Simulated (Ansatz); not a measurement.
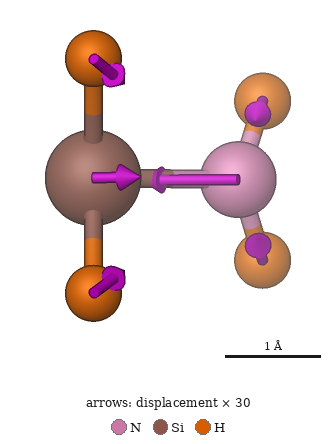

This is a relaxation of SiNH4 (multiplicity 2). The starting structure is drawn; purple arrows show the displacements, 30 times their true length. The two geometries are superimposed by the best rigid fit.

The picture is a ball-and-stick view, seen from a free direction.

The start comes from PBE-D4/def2-SVP.

Method: UKS PBE0-D4/def2-TZVP (Ansatz 0.2.0).

Input
```yaml
crystal:
  periodic: [false, false, false]
  atoms:
    - {symbol: N, position_ang: [-0.089668, -0.877447, -0.000976]}
    - {symbol: Si, position_ang: [0.320685, 0.823080, 0.171867]}
    - {symbol: H, position_ang: [0.580219, -1.493907, -0.471240]}
    - {symbol: H, position_ang: [-0.498409, -1.362942, 0.803490]}
    - {symbol: H, position_ang: [0.659525, 1.327694, -1.215489]}
    - {symbol: H, position_ang: [-0.930151, 1.519622, 0.666248]}
basis:
  gaussian: {orbitals: def2-TZVP}
magnetization: {spin_polarized: true, initial_magnetization: 1}
hamiltonian: {xc: pbe0, dispersion: d4}
relax: {f_tol: 0.005, max_steps: 150}
```

Which element moves most?

Answer. Nitrogen: up to 0.038 Å, against 0.024 Å for hydrogen.

What did the optimiser do to the structure, and how much energy did it gain?

Answer. The atom that moves furthest after the best rigid fit is N1 (0.038 Å). Largest moves by element: N 0.038 Å, H 0.024 Å, Si 0.019 Å. Some distances before and after: N1–Si2 1.758 → 1.725 Å, Si2–H5 1.515 → 1.493 Å, N1–H3 1.025 → 1.008 Å. The energy falls by 0.032 eV in 5 accepted moves (6 points after the start). Largest force component: 0.51 eV/Å at the start, 0.0043 eV/Å at the end. The line search rejected the trial step at point 3 of the run. The run took roughly 17 core-seconds on a shared host.
